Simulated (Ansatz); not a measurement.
B6Pb2O11: several calculations on one system

### Relaxation

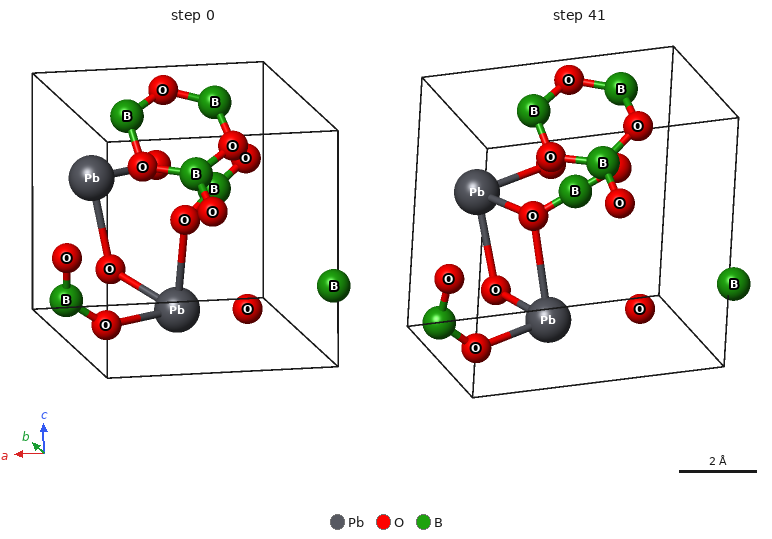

The structure of an amorphous cell of composition B$_{6}$Pb$_{2}$O$_{11}$ (coarse preliminary run) before (left) and after (right) a relaxation, at one scale.

Style: ball-and-stick. Shown: the cell of the calculation (origin shifted), from a free direction.

Case: the quenched liquid.

These are results of DFT PBE, scalar-relativistic, plane waves, PAW (Ansatz 0.2.0), not measurements.

Input file:
```yaml
crystal:
  lattice:
    - [6.33099, 0.007204, 0.151157]
    - [0.007204, 6.30101, 0.002716]
    - [0.151157, 0.002716, 6.452972]
  atoms:
    - { symbol: Pb, position: [0.9943607427, 0.5602781361, 0.5756040009] }
    - { symbol: Pb, position: [0.6728875364, 0.4089477452, 0.0464274039] }
    - { symbol: O, position: [0.2240361569, 0.8502895535, 0.8991347767] }
    - { symbol: O, position: [0.5525655413, 0.6706547795, 0.3446138211] }
    - { symbol: O, position: [0.5791940833, 0.1567665339, 0.4294755291] }
    - { symbol: O, position: [0.5268766004, 0.0426735189, 0.7850363107] }
    - { symbol: O, position: [0.9572983101, 0.0028058725, 0.1055058764] }
    - { symbol: O, position: [0.2440046318, 0.9818865658, 0.5533061837] }
    - { symbol: O, position: [0.9779322795, 0.3589391997, 0.2475225481] }
    - { symbol: O, position: [0.3464784934, 0.4959744545, 0.6464188791] }
    - { symbol: O, position: [0.8902976528, 0.6827444731, 0.9116693828] }
    - { symbol: O, position: [0.8108237346, 0.2629868046, 0.709070949] }
    - { symbol: O, position: [0.2797214429, 0.1450784706, 0.2276402273] }
    - { symbol: B, position: [0.3673622479, 0.0954482485, 0.4061542726] }
    - { symbol: B, position: [0.3319582281, 0.9572247853, 0.7481603767] }
    - { symbol: B, position: [0.4556117682, 0.5842488766, 0.4978417381] }
    - { symbol: B, position: [0.0120683391, 0.8434769506, 0.9757702868] }
    - { symbol: B, position: [0.6472163379, 0.1561559449, 0.6471639956] }
    - { symbol: B, position: [0.0690763801, 0.1771951514, 0.186006711] }
  symmetry: { detect: false }
basis:
  ecutwfc: 420
kpoints:
  mp_grid: { grid: [1, 1, 1], shift: [0.25, 0.25, 0.25] }
hamiltonian:
  xc: pbe
scf:
  occupations: { method: gaussian, width: 0.1 }
  lower_state_search: "off"
output:
  forces: true
  stress: true
  eigenvalues: true
relax:
  adjacent_minimum: "off"
  f_tol: 0.04
  max_steps: 70
  cell: { stress_tol: 0.3 }
```

Command:
```bash
ansatz run input.yaml --threads 2 --pin off --max-ram 5120MiB --backend cpu --events-out ev --progress --plain --runs-dir out
```

Question: What changed between the two?

Answer: The atom that moves furthest relative to the cell is O4 (1.29 Å along [3 −1 1]). Largest moves by element: O 1.29 Å, B 0.79 Å, Pb 0.46 Å. Cell: a 6.333 → 7.003 Å (+10.6 %), b 6.301 → 6.443 Å (+2.3 %), c 6.455 → 6.785 Å (+5.1 %), β 87.3° → 94.0°, γ 89.9° → 95.2°. Volume +18.2 %. Some distances before and after: Pb1–O4 3.304 → 2.392 Å, Pb1–O10 2.332 → 2.926 Å, Pb2–O4 2.620 → 2.775 Å, Pb1–O9 2.476 → 2.626 Å. New bonds form: Pb1–O4 (3.30 → 2.39 Å). Among the angles between lasting bonds that change: Pb2–O9–B19 107.3° → 126.8°, O9–Pb1–O12 82.2° → 95.4°, Pb1–O9–B19 131.3° → 121.4°. The energy falls by 61.6 meV per atom in 31 accepted moves (41 points after the start). Largest force component: 3 eV/Å at the start, 0.021 eV/Å at the end. Pressure: 3.41 GPa at the start and 0.07 GPa at the end. The line search rejected the trial steps at points 4, 6, 9, 15, 32, 37, 39 of the run. The SCF was repeated 3 times at an unchanged geometry on a basis and grid sized afresh for the cell, which shifted the energy by 7.1 meV per atom at most. Cost: 110 s on 2 threads of Arm Neoverse V1 (shared host), peak memory 0.46 GiB.

Limits of the set-up: the periodic images lie only 6.3 Å apart, so the values are limited by the cell's size.

### Dynamics

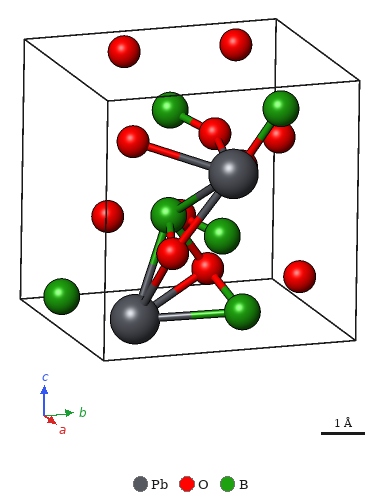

Starting frame of a dynamics run of an amorphous cell of composition B6Pb2O11 (19 atoms in the cell). Style: ball-and-stick. Shown: the simulation cell, slightly off an axis. Bonds to atoms that aren't drawn are left out.

All numbers below come from Ansatz, DFT PBE, scalar-relativistic, plane waves, PAW.

Input file:
```yaml
crystal:
  lattice:
    - [6.33099, 0.007204, 0.151157]
    - [0.007204, 6.30101, 0.002716]
    - [0.151157, 0.002716, 6.452972]
  atoms:
    - { symbol: Pb, position: [0.9298213098, 0.5223455259, 0.6585036379] }
    - { symbol: Pb, position: [0.640085845, 0.2366986361, 0.0526179914] }
    - { symbol: O, position: [0.1870890426, 0.329266549, 0.9672786147] }
    - { symbol: O, position: [0.6065589954, 0.5545109833, 0.7337630266] }
    - { symbol: O, position: [0.2739786114, 0.2448498979, 0.3603082834] }
    - { symbol: O, position: [0.356069119, 0.7458527871, 0.5350457] }
    - { symbol: O, position: [0.1054634478, 0.5875426378, 0.2977642319] }
    - { symbol: O, position: [0.062236461, 0.9924837118, 0.5569244697] }
    - { symbol: O, position: [0.7873425308, 0.168927876, 0.7763793269] }
    - { symbol: O, position: [0.1300592093, 0.7922214705, 0.9437861819] }
    - { symbol: O, position: [0.5590166689, 0.5502466145, 0.2039702036] }
    - { symbol: O, position: [0.8358931892, 0.316821026, 0.345382735] }
    - { symbol: O, position: [0.4642901168, 0.9481899858, 0.1188773932] }
    - { symbol: B, position: [0.3020905164, 0.6923807276, 0.2562447208] }
    - { symbol: B, position: [0.4371646264, 0.872625964, 0.7646730738] }
    - { symbol: B, position: [0.390335723, 0.4476915082, 0.7813985511] }
    - { symbol: B, position: [0.825513128, 0.601164055, 0.0965961229] }
    - { symbol: B, position: [0.5985617567, 0.3787341819, 0.4310066537] }
    - { symbol: B, position: [0.0497370309, 0.1419762796, 0.0065854341] }
  symmetry: { detect: false }
basis:
  ecutwfc: 320
  xc_grid: 1
kpoints:
  mp_grid: { grid: [1, 1, 1], shift: [0.0, 0.0, 0.0] }
hamiltonian:
  xc: pbe
scf:
  occupations: { method: fermi_dirac, width: 0.293 }
  lower_state_search: "off"
  convergence: { dr2_threshold: 1.0e-05 }
output:
  forces: true
  stress: true
md:
  timestep: 1.5
  n_steps: 24
  ensemble: nvt_langevin
  friction: 0.03
  temperature: 3400.0
  initial_velocities: maxwell_boltzmann
  seed: 28796
```

Command:
```bash
ansatz run input.yaml --threads 2 --pin off --max-ram 5120MiB --backend cpu --events-out ev --progress --plain --runs-dir out
```

Predict how the run goes.

The mean temperature in the second half is 7052 K (standard deviation 1071 K). That is above the set 3400 K, because the structure releases potential energy faster than the thermostat removes it. The potential energy is still drifting at the end, so the run hasn't reached equilibrium. The potential energy in the second half lies on average 865 meV per atom below the first frame. The mean pressure there is 7.0 GPa. Root-mean-square distances from the starting positions over the second half, with the common drift of all atoms taken out: B 0.67 Å, O 0.58 Å, Pb 0.22 Å. The run lasts only 36 fs, too short to tell vibration from diffusion. Bond changes: 5 B–O bonds form between 21 fs and 36 fs.

Along the run:

```json
{"time (fs)": "0.0", "potential energy (meV/atom)": "0.0", "T (K)": "3221", "p (GPa)": "-9.1"}
{"time (fs)": "3.0", "potential energy (meV/atom)": "-7.6", "T (K)": "2906", "p (GPa)": "-8.3"}
{"time (fs)": "6.0", "potential energy (meV/atom)": "-74.3", "T (K)": "3155", "p (GPa)": "-6.4"}
{"time (fs)": "9.0", "potential energy (meV/atom)": "-178.4", "T (K)": "3869", "p (GPa)": "-3.2"}
{"time (fs)": "12.0", "potential energy (meV/atom)": "-284.8", "T (K)": "4293", "p (GPa)": "1.6"}
{"time (fs)": "15.0", "potential energy (meV/atom)": "-379.1", "T (K)": "4496", "p (GPa)": "5.1"}
{"time (fs)": "18.0", "potential energy (meV/atom)": "-488.5", "T (K)": "5221", "p (GPa)": "6.7"}
{"time (fs)": "21.0", "potential energy (meV/atom)": "-606.5", "T (K)": "5770", "p (GPa)": "6.7"}
{"time (fs)": "24.0", "potential energy (meV/atom)": "-781.1", "T (K)": "6843", "p (GPa)": "5.3"}
{"time (fs)": "27.0", "potential energy (meV/atom)": "-947.6", "T (K)": "7819", "p (GPa)": "4.1"}
{"time (fs)": "30.0", "potential energy (meV/atom)": "-1047.7", "T (K)": "7916", "p (GPa)": "5.3"}
{"time (fs)": "33.0", "potential energy (meV/atom)": "-1078.4", "T (K)": "8534", "p (GPa)": "9.9"}
{"time (fs)": "36.0", "potential energy (meV/atom)": "-1052.9", "T (K)": "7091", "p (GPa)": "13.1"}
```

The paths of the atoms:

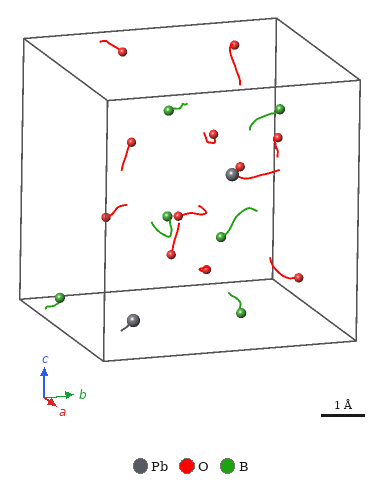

Limits of the set-up: the cutoff lies below the recommended one; the periodic images lie only 6.3 Å apart, so the values are limited by the cell's size.

### Dynamics

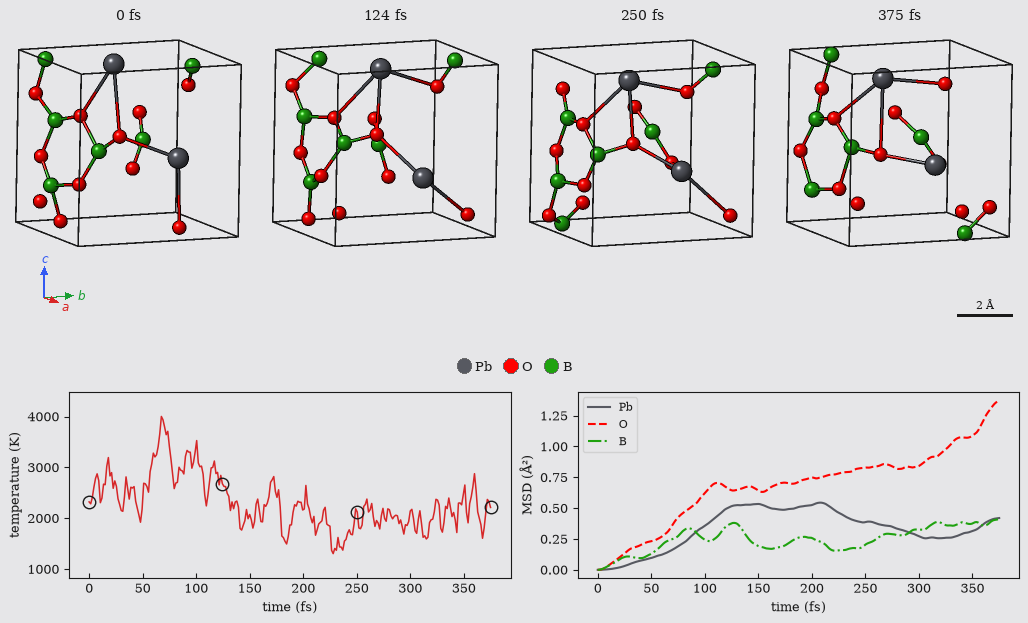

Molecular dynamics of an amorphous cell of composition B6Pb2O11 (19 atoms in the cell), 375 fs long. It starts from the last geometry of an earlier run, with fresh velocities. Frames and the history of the run. A ball-and-stick model of the simulation cell, seen slightly off an axis. Atoms that leave the cell re-enter on the other side. Bonds to atoms that aren't drawn are left out.

Theory: Ansatz, DFT PBE, scalar-relativistic, plane waves, PAW. Run with plane-wave cutoff 420 eV; k-point mesh 1 × 1 × 1; Fermi-Dirac smearing 0.211 eV; volume 0.96 times that of the relaxed crystal; set temperature 2450 K; time step 1.5 fs.

What happens in this trajectory?

The mean temperature in the second half is 2002 K (standard deviation 291 K). The potential energy is still drifting at the end, so the run hasn't reached equilibrium. The potential energy in the second half lies on average 127 meV per atom below the first frame. The mean pressure there is 4.6 GPa. Root-mean-square distances from the starting positions over the second half, with the common drift of all atoms taken out: O 0.95 Å, Pb 0.61 Å, B 0.54 Å. Against the typical shortest distance between atoms in the first frame, about 1.3 Å these are large excursions, but over 375 fs one can't yet tell strong vibration from the start of diffusion. 5 of the 19 free atoms end more than three quarters of that spacing from the start.

Limits of the set-up: the periodic images lie only 6.3 Å apart, so the values are limited by the cell's size.
